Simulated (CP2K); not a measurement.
# AM1 run of Si2H6O (disiloxane)

What is the energy change on altering one bond length of Si2H6O (disiloxane) at AM1? 

The calculation is run with CP2K 2026.2.

4 further runs of the same task are left out: 1 that didn't finish, 3 set aside as unsound or not needed.

## (1) The system as given

Si2H6O has 9 atoms, charge 0, and is taken as a singlet. SMILES: `[SiH3]O[SiH3]`. The coordinates come from a GFN2-xTB relaxation.

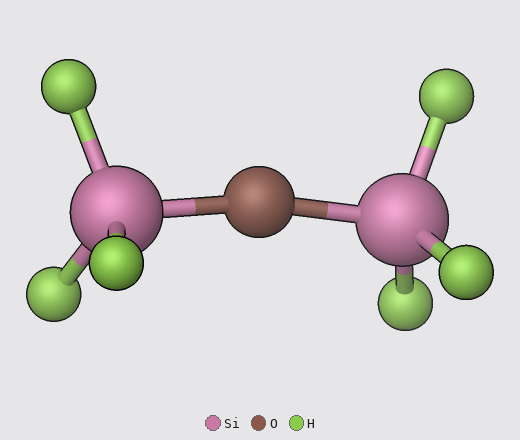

Viewed from a chosen angle; silicon pink, oxygen brown, hydrogen green.

## (2) Energy and gradient at AM1

File job.inp:

```
&FORCE_EVAL
  METHOD QUICKSTEP
  &DFT
    CHARGE 0
    MULTIPLICITY 1
    &QS
      METHOD AM1
      EPS_DEFAULT 1.0E-10
      &SE
        &COULOMB
          CUTOFF [angstrom] 50
          RC_RANGE [angstrom] 0
        &END COULOMB
        &EXCHANGE
          CUTOFF [angstrom] 50
          RC_RANGE [angstrom] 0
        &END EXCHANGE
      &END SE
    &END QS
    &POISSON
      PERIODIC NONE
      POISSON_SOLVER ANALYTIC
    &END POISSON
    &SCF
      SCF_GUESS ATOMIC
      EPS_SCF 1.0E-06
      MAX_SCF 50
      &OT ON
        MINIMIZER CG
        PRECONDITIONER FULL_ALL
      &END OT
      &OUTER_SCF
        EPS_SCF 1.0E-06
        MAX_SCF 8
      &END OUTER_SCF
    &END SCF
    &PRINT
      &MOMENTS
        PERIODIC F
        REFERENCE COM
        MAX_MOMENT 1
      &END MOMENTS
      &MO_CUBES
        NLUMO 5
        NHOMO -1
        WRITE_CUBE F
      &END MO_CUBES
      &HIRSHFELD OFF
      &END HIRSHFELD
    &END PRINT
  &END DFT
  &SUBSYS
    &CELL
      ABC [angstrom] 14 14.4 14.2
      PERIODIC NONE
    &END CELL
    &COORD
      UNIT bohr
      Si    -1.4312030     2.0313044    -1.7533257
      O      0.2604043     0.0510037    -0.1543717
      Si     1.4513286    -2.0284131     1.7422519
      H     -3.3992016     0.5801459    -3.0394166
      H      0.3164346     3.2260649    -3.5219015
      H     -2.5069107     3.8392810     0.0371520
      H      4.1344184    -2.1431573     1.1032977
      H      0.1519718    -4.4188978     1.2649827
      H      1.0227576    -1.1373317     4.3213312
    &END COORD
    &TOPOLOGY
      &CENTER_COORDINATES
      &END CENTER_COORDINATES
    &END TOPOLOGY
  &END SUBSYS
  &PRINT
    &FORCES ON
    &END FORCES
  &END PRINT
&END FORCE_EVAL

&GLOBAL
  PROJECT job
  RUN_TYPE ENERGY_FORCE
  PRINT_LEVEL MEDIUM
&END GLOBAL
```

Run with:

```sh
$ OMP_NUM_THREADS=1 cp2k.psmp -i job.inp -o job.out
```

Log, cut to the lines that bear on the results:

```text
CP2K| version string:                                       CP2K version 2026.2
[...]
 GLOBAL| Method name                                                        CP2K
[...]
 GLOBAL| Run type                                                   ENERGY_FORCE
[...]
                             - Atoms:                                          9
[...]
                             - Spherical basis functions:                     18
[...]
 Number of electrons:                                                         20
[...]
     1 OT CG       0.15E+00    0.0     0.32154762       -18.0477961815 -1.80E+01
[...]
     2 OT CG       0.37E+00    0.0     0.00000036       -20.9795719556 -1.96E-10
  *** SCF run converged in     2 steps ***
  Core-core repulsion energy [eV]:                            947.33106235142657
  Core Hamiltonian energy [eV]:                              -887.31351686422227
  Two-electron integral energy [eV]:                        -1261.80146223271709
  Electronic energy [eV]:                                   -1518.21424798058092
  Total energy [eV]:                                         -570.88318562915424
  Atomic reference energy [eV]:                               568.02089653241887
  Heat of formation [kcal/mol]:                               -66.00595985362962
[...]
 SE_DIPOLE| Moment [Debye]          0.20027780       0.04314473      -0.12357281
 SE_DIPOLE| Derivative [a.u.]       0.00000000       0.00000000       0.00000000
 *** WARNING in qs_scf_post_se.F:140 :: Printing of MO cube files not ***
 *** implemented for Semi-Empirical method.                           ***
 ENERGY| Total FORCE_EVAL ( QS ) energy [hartree]            -20.979571955571249
 FORCES| Atomic forces [hartree/bohr]
 FORCES|   Atom     x               y               z               |f|
 FORCES|      1 -3.69516616E-02  4.34878900E-02 -3.52994142E-02   6.71019412E-02
 FORCES|      2  1.10650688E-02  2.26671682E-03 -6.65596073E-03   1.31101322E-02
 FORCES|      3  2.67051395E-02 -4.55895663E-02  4.13298042E-02   6.70799951E-02
 FORCES|      4 -4.92688939E-04  5.03337644E-03 -1.29002652E-03   5.21936674E-03
 FORCES|      5 -4.79362219E-03  2.84349362E-03 -1.65374214E-03   5.81370215E-03
 FORCES|      6 -1.49382665E-03  1.24014565E-03 -4.73159119E-03   5.11443394E-03
 FORCES|      7 -2.55639972E-04 -4.04488352E-03  4.39467544E-03   5.97826118E-03
 FORCES|      8  3.60901296E-03 -8.00064361E-04  3.64309615E-03   5.19010858E-03
 FORCES|      9  2.60821815E-03 -4.43710838E-03  2.63158962E-04   5.15363806E-03
 FORCES| Sum    -2.35922393E-16 -2.49800181E-16  1.38777878E-17
 FORCES| Total atomic force                                       3.43878029E-16
[...]
```

Wall time 0.58 s (1 thread of Arm Neoverse V2, shared host).

## (3) The distorted shape, same level

File qs.inp:

```
&GLOBAL
  PROJECT_NAME qs
  RUN_TYPE ENERGY_FORCE
  PRINT_LEVEL MEDIUM
&END

&FORCE_EVAL
  METHOD Quickstep
  &DFT
    CHARGE 0
    MULTIPLICITY 1
    ! Quickstep
    &QS
      METHOD AM1
      EPS_DEFAULT 1.0E-10
      &SE
        &COULOMB
          CUTOFF [angstrom] 50
          RC_RANGE [angstrom] 0
        &END
        &EXCHANGE
          CUTOFF [angstrom] 50
          RC_RANGE [angstrom] 0
        &END
      &END
    &END
    &POISSON
      PERIODIC NONE
      POISSON_SOLVER ANALYTIC
    &END
    ! self-consistent field
    &SCF
      SCF_GUESS ATOMIC
      EPS_SCF 1.0E-06
      MAX_SCF 50
      &OT ON
        MINIMIZER CG
        PRECONDITIONER FULL_ALL
      &END
      &OUTER_SCF
        EPS_SCF 1.0E-06
        MAX_SCF 8
      &END
    &END
    &PRINT
      &MOMENTS
        PERIODIC F
        REFERENCE COM
        MAX_MOMENT 1
      &END
      &MO_CUBES
        NLUMO 5
        NHOMO -1
        WRITE_CUBE F
      &END
      &HIRSHFELD OFF
      &END
    &END
  &END
  &SUBSYS
    &CELL
      ABC [angstrom] 14.5 14.4 14.2
      PERIODIC NONE
    &END
    &COORD
      UNIT bohr
      Si    -2.3703269     2.0714668    -1.5296823
      O     -0.6787197     0.0911661     0.0692717
      Si     0.5122046    -1.9882508     1.9658953
      H     -4.3383255     0.6203083    -2.8157732
      H     -0.6226893     3.2662272    -3.2982581
      H     -3.4460346     3.8794433     0.2607954
      H      4.1344184    -2.1431573     1.1032977
      H     -0.7871522    -4.3787354     1.4886261
      H      0.0836336    -1.0971693     4.5449746
    &END
    &TOPOLOGY
      &CENTER_COORDINATES
      &END
    &END
  &END
  &PRINT
    &FORCES ON
    &END
  &END
&END
```

Run with:

```sh
$ OMP_NUM_THREADS=1 cp2k.psmp -i qs.inp -o qs.out
```

Log, cut to the lines that bear on the results:

```text
CP2K| version string:                                       CP2K version 2026.2
[...]
 GLOBAL| Method name                                                        CP2K
[...]
 GLOBAL| Run type                                                   ENERGY_FORCE
[...]
                             - Atoms:                                          9
[...]
                             - Spherical basis functions:                     18
[...]
 Number of electrons:                                                         20
[...]
     1 OT CG       0.15E+00    0.0     0.31793949       -18.0791315638 -1.81E+01
[...]
     3 OT CG       0.45E+00    0.0     0.00000050       -20.9298619041 -1.44E-10
  *** SCF run converged in     3 steps ***
  Core-core repulsion energy [eV]:                            933.76024319701764
  Core Hamiltonian energy [eV]:                              -887.89387431958369
  Two-electron integral energy [eV]:                        -1230.79375042932747
  Electronic energy [eV]:                                   -1503.29074953424720
  Total energy [eV]:                                         -569.53050633722978
  Atomic reference energy [eV]:                               568.02089653241887
  Heat of formation [kcal/mol]:                               -34.81243186952820
[...]
 ENERGY| Total FORCE_EVAL ( QS ) energy [hartree]            -20.929861904110666
 FORCES| Atomic forces [hartree/bohr]
 FORCES|   Atom     x               y               z               |f|
 FORCES|      1 -3.72087921E-02  4.41027184E-02 -3.58584086E-02   6.79365104E-02
 FORCES|      2  1.69115154E-02 -1.29727930E-03 -4.52311081E-03   1.75539402E-02
 FORCES|      3  8.54578436E-02 -4.74721669E-02  2.66739399E-02   1.01331874E-01
 FORCES|      4 -3.90934654E-04  4.95063302E-03 -1.21245486E-03   5.11191197E-03
 FORCES|      5 -4.76392433E-03  2.80150469E-03 -1.61806994E-03   5.75860694E-03
 FORCES|      6 -1.39949755E-03  1.14140208E-03 -4.67405152E-03   5.01080330E-03
 FORCES|      7 -7.03731515E-02  1.22864764E-03  1.86570516E-02   7.28146661E-02
 FORCES|      8  6.33202513E-03 -1.09956928E-03  2.78976396E-03   7.00616713E-03
 FORCES|      9  5.43491600E-03 -4.35589037E-03 -2.34659683E-04   6.96901413E-03
 FORCES| Sum    -4.57966998E-16 -9.02056208E-17 -1.83880688E-16
 FORCES| Total atomic force                                       5.01680110E-16
[...]
```

Run time: 0.58 s. Hardware: 1 thread of Arm Neoverse V2, shared host.

## (4) Results

At AM1:

```
                                                          quantity           value
                                         first shape: total energy    -20.97957 Eh
                                        first shape: dipole moment          0.24 D
            first shape: heat of formation at this unrelaxed shape  -66.0 kcal/mol
                             first shape: largest force on an atom      3.451 eV/Å
                                     distorted shape: total energy    -20.92986 Eh
                                    distorted shape: dipole moment          0.44 D
        distorted shape: heat of formation at this unrelaxed shape  -34.8 kcal/mol
                         distorted shape: largest force on an atom      5.211 eV/Å
energy change with the Si3–H7 bond stretched from 1.461 to 1.972 Å        1.353 eV
```

With the Si3–H7 bond stretched from 1.461 to 1.972 Å the energy rises by 1.35 eV (31 kcal/mol). The first shape isn't relaxed at this level, so the change isn't measured from a minimum. The largest force (first shape) is 3.45 eV/Å: the shape isn't a stationary point for this species at this level.
